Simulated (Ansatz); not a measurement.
One crystal and one scan (frozen-phonon scan) at two levels, PBE (plane waves to 420 eV, PAW, scalar-relativistic; Ansatz, a quantum-chemistry and plane-wave program) and r2SCAN (plane waves to 500 eV, PAW, scalar-relativistic; Ansatz), each from its own relaxed cell and on its own mesh. The cell shown is that of PBE.

Relaxed ZrB$_{2}$ (AlB2 type, space group P6/mmm):

```xyz
6
Lattice="3.1714 0.0000 0.0000 -1.5857 2.7465 0.0000 0.0000 0.0000 7.0826" Properties=species:S:1:pos:R:3 pbc="T T T"
Zr     0.0000     0.0000     0.0000
Zr     0.0000     0.0000     3.5413
B      0.0000     1.8310     1.7707
B      0.0000     1.8310     5.3120
B      1.5857     0.9155     1.7707
B      1.5857     0.9155     5.3120
```

A phonon eigenvector at A = (0.0, 0.0, 0.5) is frozen into this cell: atom i moves by Q times the vector below, so Q is the largest atomic displacement, in Å. The cell is held. (q is in reciprocal vectors of the primitive cell; the cell shown is doubled to hold the pattern.)

| atom | x | y | z |
|---|---|---|---|
| B3 | 0.000 | 0.000 | -1.000 |
| B4 | 0.000 | 0.000 | 1.000 |
| B5 | 0.000 | 0.000 | 1.000 |
| B6 | 0.000 | 0.000 | -1.000 |

Atoms not listed stay in place.

ZrB2 is run without spin polarisation. ZrB2 was relaxed with its symmetry unable to fall. With partly filled bands, energies and forces of such displacements shift with the k mesh and the smearing. Percentages come from the unrounded values.

```json
[
 {"quantity": "Lattice constant a (Å)", "PBE": "3.171", "r2SCAN": "3.168", "PBE − r2SCAN": "+0.003 (+0.1 %)"},
 {"quantity": "Lattice constant c (Å)", "PBE": "3.541", "r2SCAN": "3.550", "PBE − r2SCAN": "-0.009 (-0.3 %)"},
 {"quantity": "Relaxed volume (Å³/atom)", "PBE": "10.28", "r2SCAN": "10.28", "PBE − r2SCAN": "0.00"},
 {"quantity": "Harmonic wavenumber from the curvature (finite differences) (cm⁻¹ (negative: imaginary))", "PBE": "615", "r2SCAN": "629", "PBE − r2SCAN": "-14 (-2.1 %)"}
]
```

PBE gives the lower value for: lattice constant c; harmonic wavenumber from the curvature. They agree on: lattice constant a (within 0.2 %); relaxed volume (within 0.6 %). Both give the same shape of the curve: a single well with its minimum at or next to zero displacement. Neither level is exact: the differences show how much the result hangs on the functional.

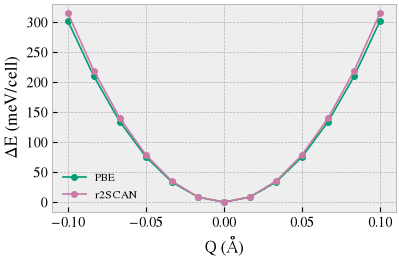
Figure. ΔE, each from the undisplaced structure of its own level.

(A displaced cell: forces are minus the slopes of the energy, force constants its curvatures, and phonons follow from these.)
